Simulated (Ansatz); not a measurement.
# GeS (germanium sulfide): BLYP/aug-cc-pVTZ

Aim: the vertical electron affinity of GeS (germanium sulfide) at BLYP/aug-cc-pVTZ, from 2 runs. 

The calculation is run with Ansatz 0.2.0.

30 further runs of the same task are left out: 30 set aside as unsound or not needed.

**1. The molecule**

The species is GeS (2 atoms), meant as a singlet with charge 0. SMILES: `[S+]#[Ge-]`. Geometry: the measured bond length.

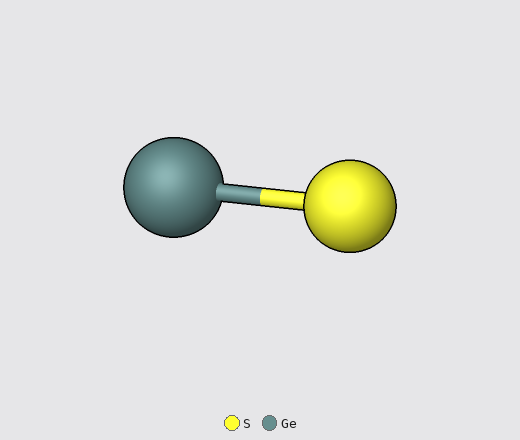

Viewed from a chosen angle; sulfur yellow, germanium teal.

**2. The energy at BLYP/aug-cc-pVTZ**

File run.yaml:

```yaml
crystal:
  periodic: [false, false, false]
  atoms:
    - {symbol: S, position_ang: [0.000000, 0.000000, 0.000000]}
    - {symbol: Ge, position_ang: [0.000000, 0.000000, 2.012086]}
basis:
  gaussian:
    orbitals: aug-cc-pVTZ
hamiltonian:
  xc: {name: BLYP}
accuracy: high
output: {orbitals: {seedname: orbitals}}
```

Run with:

```
$ ansatz run run.yaml --threads 1 --pin off --max-ram 3480MiB --events-out events.jsonl --progress --plain --runs-dir runs
```

What it wrote:

```text
Warning: RAYON_NUM_THREADS=1 ignored (pool sized by the plan → 1); use --threads N
Functional definition: BLYP
  name "BLYP"
  parameter beta = 0.0042
  parameter a = 0.04918
  parameter b = 0.132
  parameter c = 0.2533
  parameter d = 0.349
  exchange = b88_x(beta = beta)
  correlation = lyp_c(a = a, b = b, c = c, d = d)
1389 factors; integrals over basis functions are off by at most 4.7e-9 eV
mean field evaluation 1: about -67354.9038 eV, gradient 3.3e1 eV
mean field evaluation 2: about -67310.4146 eV, gradient 1.1e2 eV
mean field evaluation 4: about -67357.6486 eV, gradient 7.9e0 eV
mean field evaluation 8: about -67357.8402 eV, gradient 4.9e-1 eV
mean field evaluation 16: about -67357.8410 eV, gradient 3.7e-6 eV
mean field -67357.84101355 eV, -2475.3550004634 hartree, gradient 3.4e-8 eV, S^2 0.000000; 0 other end points of the search recorded, 0 dependent functions left out
reference -67357.84105007 eV, -2475.3550018056 hartree; 24, 24 occupied and 85, 85 virtual orbitals, 1389 factors
Total energy: -67357.84105007 eV, -2475.3550018056 hartree
```

It took 7.2 s on 1 thread of Arm Neoverse V1, shared host; peak memory 0.21 GiB.

**3. The doublet anion, same level**

File run.yaml:

```yaml
crystal:
  periodic: [false, false, false]
  atoms:
    - {symbol: S, position_ang: [0.000000, 0.000000, 0.000000]}
    - {symbol: Ge, position_ang: [0.000000, 0.000000, 2.012086]}
basis:
  gaussian: {orbitals: aug-cc-pVTZ}
magnetization: {spin_polarized: true, initial_magnetization: 1}
output: {orbitals: {seedname: orbitals}}
hamiltonian: {xc: {name: BLYP}}
total_charge: -1
accuracy: high
```

Run with:

```
$ ansatz run run.yaml --threads 1 --pin off --max-ram 3480MiB --events-out events.jsonl --progress --plain --runs-dir runs
```

What it wrote (excerpt; [...] marks lines left out):

```text
Warning: RAYON_NUM_THREADS=1 ignored (pool sized by the plan → 1); use --threads N
Functional definition: BLYP
  name "BLYP"
[...]
1389 factors; integrals over basis functions are off by at most 4.7e-9 eV
[...]
mean field -67358.21591505 eV, -2475.3687778396 hartree, gradient 2.3e-10 eV, S^2 0.751888; 7 other end points of the search recorded, 0 dependent functions left out
reference -67358.21594725 eV, -2475.3687790230 hartree; 25, 24 occupied and 84, 85 virtual orbitals, 1389 factors
Total energy: -67358.21594725 eV, -2475.3687790230 hartree
```

It took 81 s on 1 thread of Arm Neoverse V1, shared host; peak memory 0.3 GiB.

**4. Summary of results**

At BLYP/aug-cc-pVTZ:

| quantity | value |
| --- | --- |
| singlet GeS: total energy | -2475.35500 Eh |
| singlet GeS: HOMO energy | -6.72 eV |
| singlet GeS: LUMO energy | -3.04 eV |
| singlet GeS: HOMO–LUMO gap | 3.68 eV |
| doublet anion: total energy | -2475.36878 Eh |
| doublet anion: HOMO energy (highest over α and β) | 1.96 eV |
| doublet anion: LUMO energy (lowest over α and β) | 2.08 eV |
| doublet anion: ⟨S²⟩ | 0.752 |
| vertical electron affinity (to the doublet anion) | 0.375 eV |

In words: At fixed nuclei the extra electron is bound by 0.37 eV (36.2 kJ/mol). The HOMO (doublet anion) lies at positive energy, 1.96 eV, as semi-local functionals often give for anions; only total energies tell whether the electron is bound.
